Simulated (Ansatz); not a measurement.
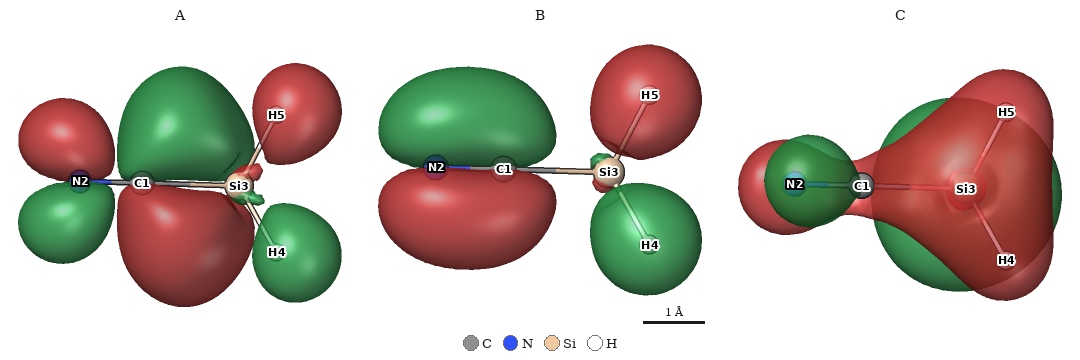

Figure 1: CH2NSi (doublet). Three frontier orbitals at ±0.08 Å⁻³ᐟ² (green and red are the two phases), in no order.

Geometry: PBE0-D3(BJ)/def2-SVP.

Computed with Ansatz, isolated molecule in a Gaussian basis; Kohn-Sham density functional theory, functional PBE0.

```xyz
5

C    -0.9497   -0.0306    0.4519
N    -1.9947    0.4780    0.4818
Si    0.7137   -0.7991    0.2852
H     0.6084   -2.2702    0.4813
H     1.6713   -0.1264    1.2039
```

Question: Which picture is the HOMO−1, the HOMO and the LUMO? All are α orbitals.

Answer: B is the HOMO−1 (α) (−9.95 eV). By Hirshfeld shares it lies mainly on N2 (about 45 %), C1 (about 30 %), Si3 (about 10 %), H4 (about 5 %) and H5 (about 5 %); π-bonding across N2–C1. C is the HOMO (α) (−7.21 eV). By Hirshfeld shares it lies mainly on Si3 (about 70 %), N2 (about 10 %) and C1 (about 5 %). A is the LUMO (α) (−0.86 eV). It lies mainly on Si3 (about 30 %), N2 (about 30 %), C1 (about 25 %), H4 (about 5 %) and H5 (about 5 %).

Question: What is the gap between the highest occupied and lowest empty α orbitals?

Answer: 6.35 eV between the orbital energies.
